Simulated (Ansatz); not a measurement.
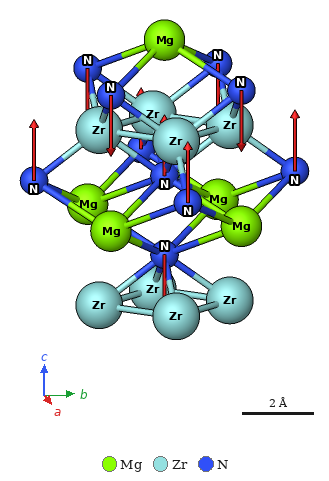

A relaxation of a crystal of MgZr2N2 (a generated structure, set up in I4/mmm) (coarse preliminary run). The starting structure is drawn; red arrows show the displacements (the part carried along by the change of the cell is left out), at their true length.

A ball-and-stick model of the atoms within 4.2 Å of the atom that moves most (axes of the conventional cell (2 times the calculation's cell)), seen slightly off an axis. Lengths and directions refer to the drawn axes.

The calculation used DFT PBE, scalar-relativistic, plane waves, PAW in Ansatz. Settings: plane-wave cutoff 420 eV; k-point mesh 6 × 6 × 6; occupations gaussian; smearing width 0.1 eV; no spin polarisation; cell and atoms relaxed; force threshold 0.04 eV/Å; at most 70 steps.

Atoms of which element are displaced furthest, and by how much?

Nitrogen: up to 1.79 Å, against 0.00 Å for zirconium.

Describe the change and its energy.

The largest moves relative to the cell, 1.79 Å, are those of N atoms. Zr and Mg stay in place. The volume changes by +31.9 %, with a = b 3.747 → 4.326 Å (+15.5 %), c 10.123 → 10.014 Å (−1.1 %). Near-neighbour distances that change, for instance: Mg–N 3.924 → 2.091 Å, Mg–N 2.883 → 4.226 Å, Zr–Zr 2.649 → 3.059 Å, Mg–Zr 3.149 → 3.308 Å. New bonds form, among them: Mg–N (3.92 → 2.09 Å). Among the angles between lasting bonds that change: Zr–N–Zr 106.7° → 158.4°, Zr–N–Zr 69.1° → 88.0°. The space group stays I4/mmm (No. 139). Over 17 accepted moves (19 points after the start) the energy falls by 936 meV per atom. The largest force component goes from 2.6 to 0.00028 eV/Å. Pressure: 9.11 GPa at the start and 0.16 GPa at the end. At 2 points the geometry stayed and the basis and grid were re-selected for the new cell (energy shift of 36.2 meV per atom at most each time). The run took 62 s on 1 thread of Intel(R) Xeon(R) Platinum 8488C (Sapphire Rapids), with other jobs on the host, peak memory 0.45 GiB.
